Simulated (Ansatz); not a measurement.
## Fields on a plane of HfS2 (CdI2 type)

```yaml
crystal:
  lattice:
    - [3.54747, 0.00000, 0.00000]
    - [-1.77374, 3.07220, 0.00000]
    - [0.00000, 0.00000, 5.57681]
  atoms:
    - { symbol: Hf, position: [0.00000, 0.00000, 0.00000] }
    - { symbol: S, position: [0.33333, 0.66667, 0.26190] }
    - { symbol: S, position: [0.66667, 0.33333, 0.73810] }
```

The slice is a (0001) plane (indices of the conventional cell) through the point (0.667, 0.333, 0.738) (fractional), spanned by u = [110] and v = [1 -1 0] in vectors of this cell: u (3.55 Å) and v (6.14 Å, at 90° to u). It covers one period; positions are fractions (u, v).

Atoms on it: S at (0.00, 0.00); S at (0.50, 0.50).

All values below come from PBEsol-D3(BJ) (plane waves to 420 eV, PAW, scalar-relativistic; Ansatz, an electronic-structure program). k mesh 11×11×6. Near the nuclei the fields are pseudised (PAW); where an atom keeps semicore shells as valence, they peak there. HfS2 is run without spin polarisation. HfS2 was relaxed with its symmetry unable to fall. Spin-orbit coupling is left out, though Hf is heavy.

```
|xxx89986311368998xx|
|xx8999852112589998x|
|8899997410014799998|
|9999986310013689999|
|9998863100001368899|
|8876531000000135678|
|5543211000000112345|
|2211111122221111112|
|0000113456654311000|
|0000246788887642000|
|0002468999999864200|
|0014689999999986410|
|0025799998899997520|
|01368998xxxx8998631|
|01479997xxxx7999741|
|1147999xxxxxx999741|
|11489997xxxx7999841|
|01479999xxxx9999741|
|0136899998899998631|
|0014789999999987410|
|0012578999999875210|
|0001246778877642100|
|0000113455554311000|
|2221111112211111122|
|6653210000000012356|
|8887531000000135788|
|9998753100001357899|
|9999875200002578999|
|8999986410014689999|
|xx7999752002579997x|
|xxx89986211268998xx|
|xxx89986311368998xx|
```
Scale: ten equal steps from 0.03 (start of '0') to 0.88 (end of '9'), in the order '0123456789'. Values: electron localisation function (ELF). The map has 19 points along u (one character each, u = 0 at the left) and 32 along v (v = 0 in the bottom row). Points within 0.5 Å of a nucleus are blanked (x), as the pseudised field means little there.

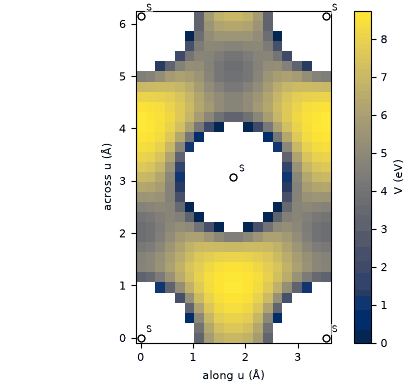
*Electrostatic potential energy of an electron, from the cell's mean, in eV, one period of the plane, atoms marked. Points within 1 Å of a nucleus are left white, as the pseudised field means little there. Values under 0 eV are set to 0. The zero, the cell's mean, hangs on the PAW cores.*
